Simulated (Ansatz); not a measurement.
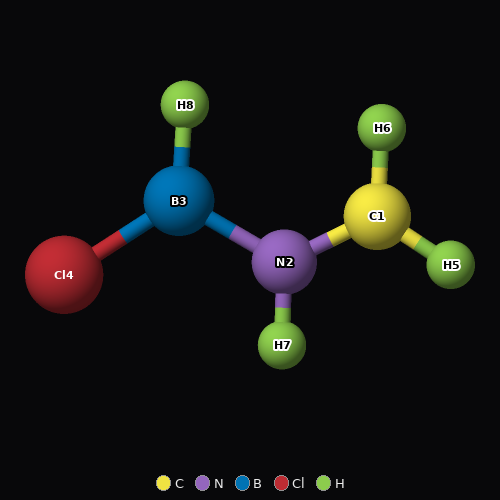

The system is CH₄BClN, charge +1; the picture shows the reference structure. The first coordinate is: umbrella angle at B3 (between each of its bonds and their common axis; 90 is planar); the second: change of the bonds B3–N2, B3–Cl4, B3–H8, all alike. Nothing is relaxed (all other coordinates rigid). Grid: 15 × 15 points; 191 points were computed and 34 follow by symmetry. Points are written as (first, second). Energies: kcal/mol, counted from the relaxed molecule at the same level. All numbers below come from Ansatz, RKS PBE-D4/def2-TZVP.

Its coordinates:

```xyz
8

C     0.6504    0.9499   -0.4176
N     0.4319   -0.1594    0.2028
B    -0.9275   -0.8304    0.2762
Cl   -1.0235   -2.2908    1.1392
H     1.6525    1.3885   -0.4377
H    -0.1824    1.4467   -0.9243
H     1.2304   -0.6095    0.6727
H    -1.8249   -0.2801   -0.2785
```

Range: umbrella angle at B3 (between each of its bonds and their common axis; 90 is planar) from 66.0 to 114.0°; change of the bonds B3–N2, B3–Cl4, B3–H8, all alike from −0.162 to 0.250 Å.

Predict the map.

Answer. The lowest grid point is at (90.0°, 0.015 Å), 0.21 kcal/mol from the relaxed molecule at the same level. It is the only kind of minimum in the scanned range. The highest grid point, (66.0°, −0.162 Å), lies 79.5 kcal/mol above the lowest. Round the minimum the two coordinates are nearly uncoupled.

```tsv
second ↓, first →	66.0	69.4	72.9	76.3	79.7	83.1	86.6	90.0	93.4	96.9	100.3	103.7	107.1	110.6	114.0
0.250	62.7	56.2	50.7	46.4	43.1	40.8	39.3	38.9	39.3	40.8	43.1	46.4	50.7	56.2	62.7
0.220	56.5	49.7	43.9	39.4	36.0	33.5	32.0	31.5	32.0	33.5	36.0	39.4	43.9	49.7	56.5
0.191	51.0	43.8	37.8	33.1	29.5	26.9	25.4	24.9	25.4	26.9	29.5	33.1	37.8	43.8	51.0
0.162	46.1	38.6	32.2	27.3	23.6	20.9	19.3	18.8	19.3	20.9	23.6	27.3	32.2	38.6	46.1
0.132	41.8	33.9	27.2	22.0	18.1	15.3	13.6	13.1	13.6	15.3	18.1	22.0	27.2	33.9	41.8
0.103	38.4	30.1	23.1	17.7	13.6	10.7	8.9	8.4	8.9	10.7	13.6	17.7	23.1	30.1	38.4
0.073	35.9	27.2	19.8	14.2	9.9	6.9	5.0	4.4	5.0	6.9	9.9	14.2	19.8	27.2	35.9
0.044	34.7	25.5	17.8	11.9	7.4	4.2	2.3	1.7	2.3	4.2	7.4	11.9	17.8	25.5	34.7
0.015	34.9	25.2	17.1	10.9	6.2	2.9	0.8	0.2	0.8	2.9	6.2	10.9	17.1	25.2	34.9
−0.015	36.6	26.4	17.9	11.4	6.5	3.0	0.9	0.2	0.9	3.0	6.5	11.4	17.9	26.4	36.6
−0.044	40.2	29.4	20.5	13.7	8.5	4.9	2.7	2.0	2.7	4.9	8.5	13.7	20.5	29.4	40.2
−0.073	45.8	34.5	25.1	17.9	12.5	8.7	6.4	5.7	6.4	8.7	12.5	17.9	25.1	34.5	45.8
−0.103	54.2	42.2	32.3	24.8	19.1	15.1	12.7	11.9	12.7	15.1	19.1	24.8	32.3	42.2	54.2
−0.132	65.1	52.5	42.0	34.1	28.1	23.9	21.4	20.6	21.4	23.9	28.1	34.1	42.0	52.5	65.1
−0.162	79.7	66.3	55.3	47.0	40.7	36.3	33.6	32.8	33.6	36.3	40.7	47.0	55.3	66.3	79.7
```

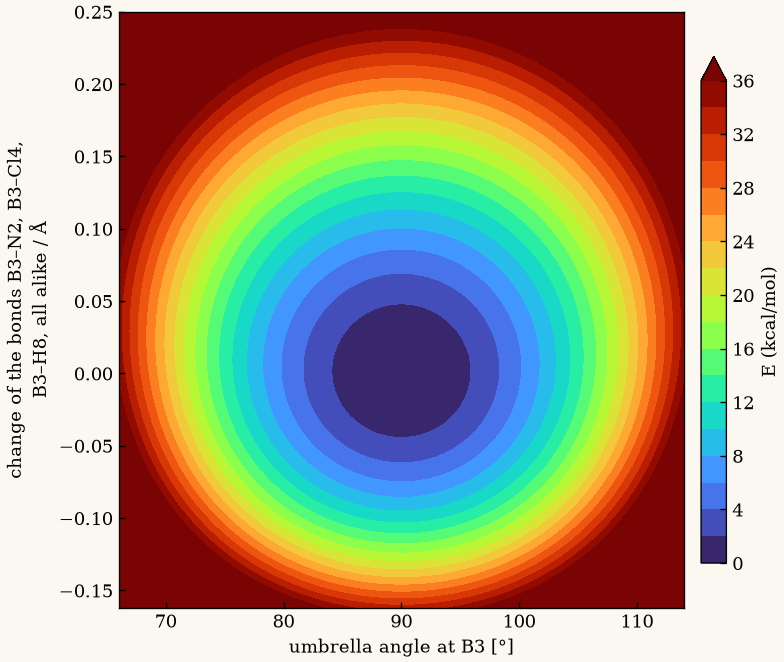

The picture shows filled contours, one colour for all values above the top of the scale. Between grid points the surface is interpolated.

Each point was launched as `ansatz run input.yaml --threads 1 --pin off --max-ram 2560MiB --backend cpu --events-out ev --progress --plain --runs-dir out`. The whole map (191 points run) took 14 min on 1 thread of Arm Neoverse V2, with other jobs on the host.
